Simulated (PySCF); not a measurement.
## Electronic structure of H$_{9}$NSi$_{3}$ (SMILES [SiH3]N[SiH2][SiH3]) in real space

The calculation's input:

```
{"job": {"kind": "uv", "xc": "CAM-B3LYP", "basis": "def2-SVPD", "dynamic": true, "nstates": 6, "ntriplets": 0}, "charge": 0, "multiplicity": 1}
Si    -1.609770     1.198458    -0.436871
N     -0.912919    -0.370318    -0.158745
Si     0.752809    -0.888893    -0.221819
Si     2.224260     0.932443    -0.376161
H     -2.586767     1.549182     0.639952
H     -0.488586     2.184410    -0.432163
H     -2.330393     1.305018    -1.745157
H     -1.580489    -1.119795     0.010717
H      1.020044    -1.795542    -1.387772
H      1.095640    -1.678208     1.005719
H      3.611999     0.371037    -0.384256
H      2.088571     1.853102     0.793925
H      2.021094     1.710056    -1.636592
```

Launched as:

```sh
OMP_NUM_THREADS=1 python probes_run.py task.json out
```

Geometry: PBE0-D3(BJ)/def2-SVP.

All numbers below come from PySCF, CAM-B3LYP/def2-SVPD, SCF density, gas phase.

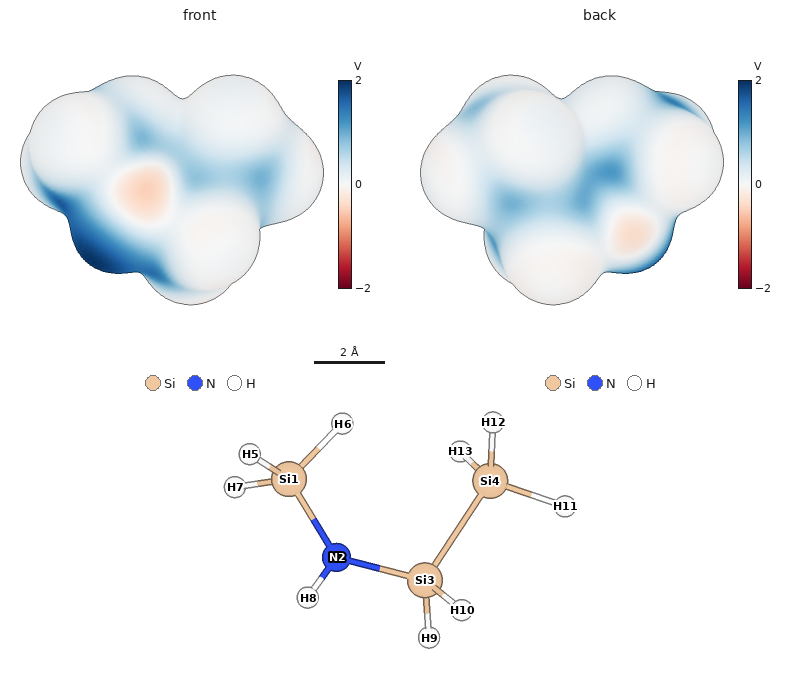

Figure 1. The molecular electrostatic potential painted on the density surface at 0.002 e/bohr³, seen from the front and from behind; red is negative and blue positive. The bare structure is drawn below in the same view.

### Describe the electrostatic potential map.

The most negative region (about −0.4 V, or −9 kcal/mol for a unit charge) lies over N2, the most positive (about +1.9 V, or +44 kcal/mol for a unit charge) over H8.

### What dipole moment does the calculation give?

Its dipole moment is 1.00 D.

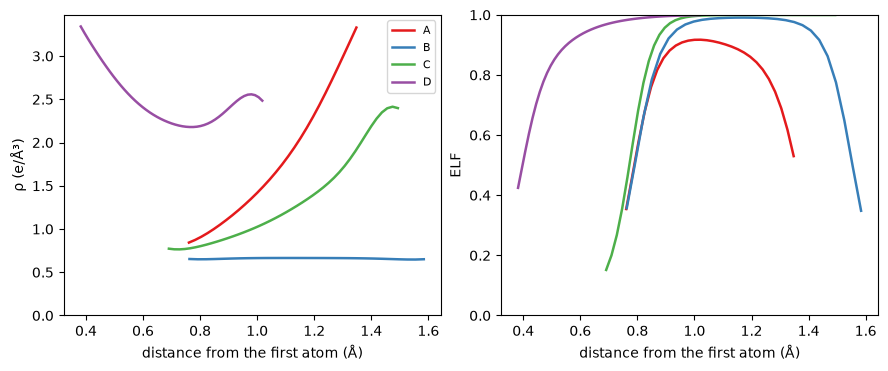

Figure 2. Total electron density and electron localisation function along straight lines between neighbouring atoms. The curves leave out the atomic cores.

### Which curve belongs to which contact (N–H, Si–H, Si–N and Si–Si)? The first atom named is at distance zero.

Curve A: Si–N (1.74 Å): ρ at the midpoint is about 1 e/Å³; the ELF peaks at about 0.90 between the atoms (a polar covalent bond). Curve B: Si–Si (2.35 Å): ρ is about 0.66 e/Å³ halfway; the ELF peaks at about 1 between the atoms: a shared electron pair. Curve C: Si–H (1.49 Å): ρ is about 0.77 e/Å³ halfway; the ELF climbs to about 1 towards the hydrogen, as it does in any bond to H. Curve D: N–H (1.02 Å): ρ at the midpoint is about 2.7 e/Å³; the ELF climbs to about 1 towards the hydrogen: an ordinary covalent bond to hydrogen.
